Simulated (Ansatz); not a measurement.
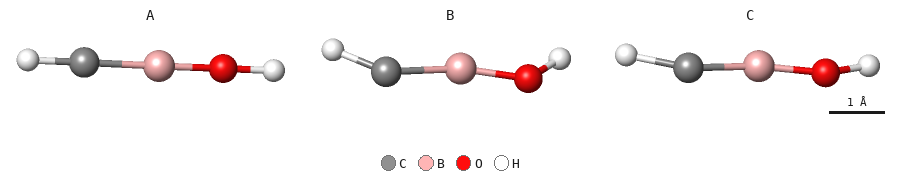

3 geometries from one relaxation of CH₂BO (charge +1), in shuffled order. A ball-and-stick model, seen at a tilt.

The run prepares the start of a later molecular dynamics calculation, from a guessed geometry.

Method: Ansatz 0.2.0, RKS B3LYP-D4/cc-pVDZ. Settings: no spin polarisation; force threshold 0.02 eV/Å; at most 40 steps.

Question: Order the frames from highest to lowest energy.

Answer: A, C, B. They are steps 0, 6, 13, at +33.9 kJ/mol, +29.7 kJ/mol relative to the last. The atom that moves furthest after the best rigid fit is an H atom (0.41 Å). By element the largest moves are H 0.41 Å, O 0.31 Å, C 0.29 Å, B 0.09 Å. Near-neighbour distances that change, for instance: B–O 1.219 → 1.268 Å, B–C 1.423 → 1.465 Å, C–H 1.069 → 1.097 Å, H–O 0.960 → 0.979 Å. Among the angles between lasting bonds that change: B–O–H 179.7° → 126.7°, B–C–H 179.7° → 137.7°, C–B–O 179.5° → 161.8°. Over 13 geometry steps the energy falls by 33.9 kJ/mol. The largest force component goes from 1.4 to 0.0041 eV/Å.
